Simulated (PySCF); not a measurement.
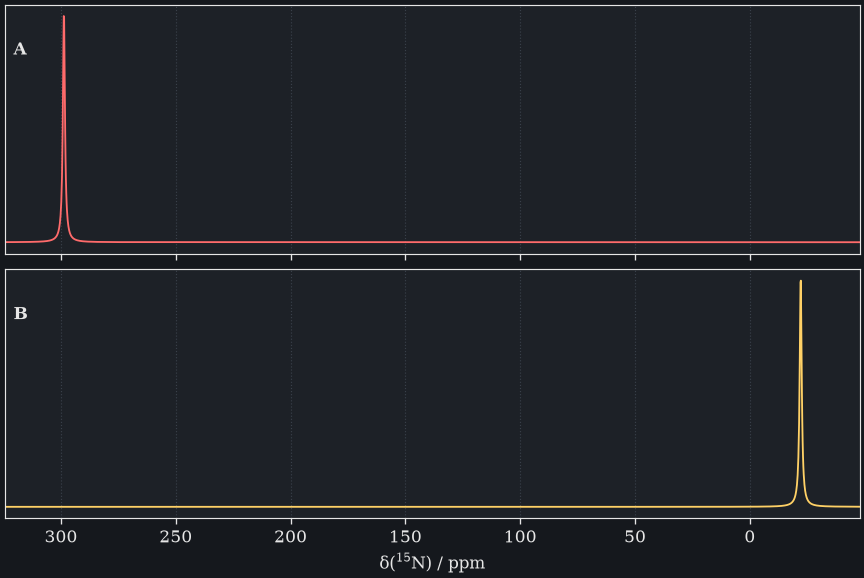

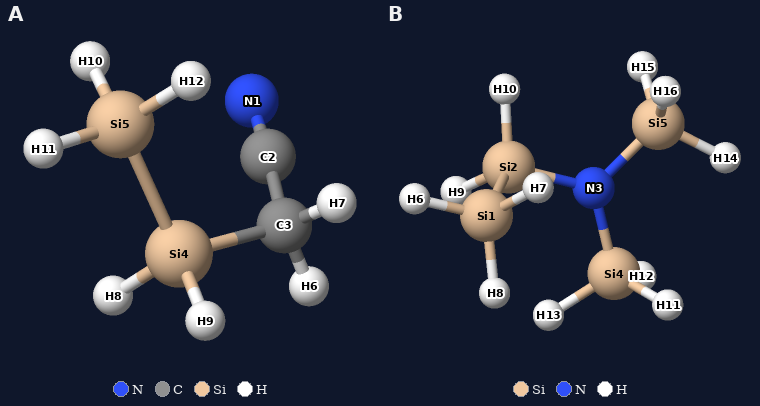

Related molecules: A is C₂H₇NSi₂, SMILES N#CC[SiH2][SiH3]; B is Si₄NH₁₁, SMILES [SiH3][SiH2]N([SiH3])[SiH3]. GIAO ¹⁵N shifts against NH₃ (¹⁵N: a single molecule, while the usual scales start at liquid NH₃ or nitromethane; multiply bonded nitrogen can come out tens of ppm too deshielded), ωB97X-D/pcSseg-2 in PySCF 2.14.0, at a PBE0-D3(BJ)/def2-SVP geometry (no frequency check); fully decoupled, line heights follow the number of nuclei within a panel, widths are arbitrary (no quadrupolar broadening); values of one conformer, averaged over nuclei that symmetry, rotation about single bonds or inversion at nitrogen exchange, these motions taken as fast; other conformers aren't averaged in.

> How does the ¹⁵N shift respond?

From A (298.7 ppm) to B (−22.1 ppm) the nucleus is shielded by 320.9 ppm.
